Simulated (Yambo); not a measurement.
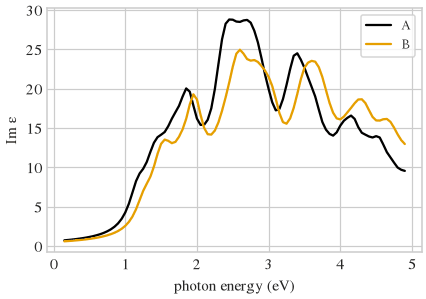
Fig. 1. Two computed absorption spectra of MoTe₂ (space group P6_3/mmc, No. 194) (Yambo, PBE bands with the same scissor, field along x)

Axes are Cartesian, with cell vectors (Å) (3.50, 0.00, 0.00), (-1.75, 3.03, 0.00), (0.00, 0.00, 13.69).

Problem. Which curve includes the electron-hole attraction (BSE)?

Solution. Curve A: the attraction moves weight to lower energy (centre of the plotted range 2.9 eV against 3.1 eV). Settings: 6×6×2 mesh, 12 valence and 10 conduction bands, static screening with 104 bands and a 3 Ry block, scissor 0.19 eV, Tamm-Dancoff. The scissor comes from a G0W0 run whose convergence isn't established. Broadening 0.15 eV. The band window holds all transitions up to 4.9 eV. On this mesh the peak heights and the fine structure are mesh artefacts; only the shift of weight is robust.

Bands and orbitals come from the standard potentials; the scissor and the G0W0 gaps come from a run at the same geometry on the stringent ones, which hold whole semicore shells in the valence.

Spin-orbit coupling is not included.

Geometry relaxed with PBE+D3(BJ); primitive cell a = b = 3.4963 Å, c = 13.6896 Å, α = β = 90.00°, γ = 120.00°.
